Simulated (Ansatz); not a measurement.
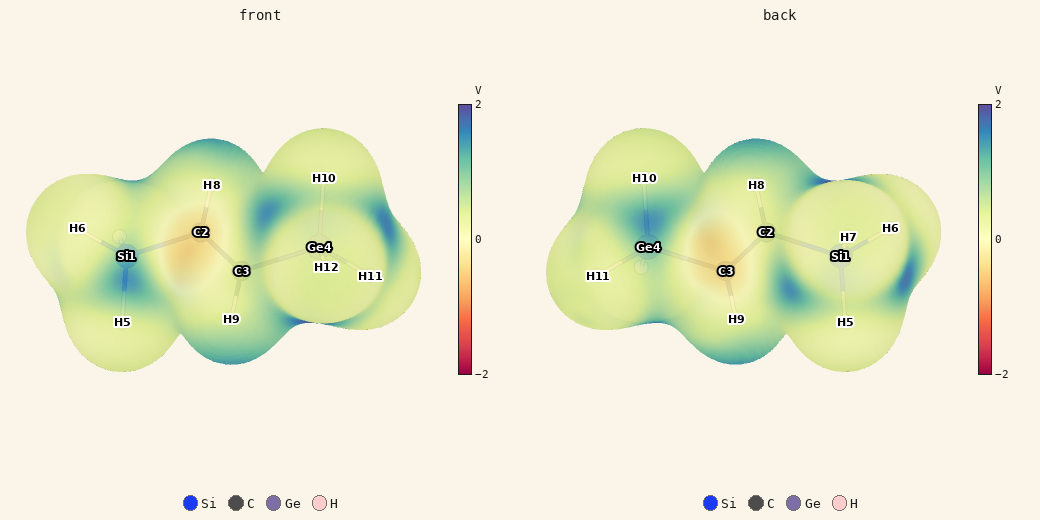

Figure 1: C₂H₈GeSi (SMILES [SiH3]C=[CH][GeH3]). The molecular electrostatic potential painted on the density surface at 0.004 e/bohr³, seen from the front and from behind; the colour scale runs from red (negative) to blue (positive).

Geometry: PBE0-D4/def2-TZVP.

The calculation used RKS PBE0-D4/def2-TZVPP in Ansatz.

Input file:

```
crystal:
  periodic: [false, false, false]
  atoms:
    - {symbol: Si, position_ang: [-0.325708, 2.295287, 0.130359]}
    - {symbol: C, position_ang: [-0.294562, 0.497446, -0.358511]}
    - {symbol: C, position_ang: [0.301109, -0.447799, 0.371116]}
    - {symbol: Ge, position_ang: [0.340808, -2.325786, -0.127339]}
    - {symbol: H, position_ang: [0.402157, 2.455666, 1.416592]}
    - {symbol: H, position_ang: [0.320730, 3.136541, -0.913514]}
    - {symbol: H, position_ang: [-1.726020, 2.773661, 0.290128]}
    - {symbol: H, position_ang: [-0.788129, 0.206811, -1.287119]}
    - {symbol: H, position_ang: [0.796026, -0.164385, 1.299972]}
    - {symbol: H, position_ang: [-0.410573, -2.489058, -1.458525]}
    - {symbol: H, position_ang: [-0.331868, -3.184517, 0.958158]}
    - {symbol: H, position_ang: [1.793129, -2.808967, -0.287117]}
basis:
  gaussian: {orbitals: def2-TZVPP}
hamiltonian: {xc: pbe0, dispersion: d4}
output: {orbitals: {seedname: orbitals}}
```

Launched as:

```sh
ansatz run in.yaml --threads 4 --pin off --events-out ev --progress --plain --max-ram 10444MiB
```

Question: Which sites attract a positive test charge, and which a negative one?

Answer: A positive charge is drawn to the negative regions and a negative charge to the positive ones. The most negative region (about −0.4 V) lies over the π face of C2 and C3, the most positive (about +1.9 V) over Si1 and Ge4.
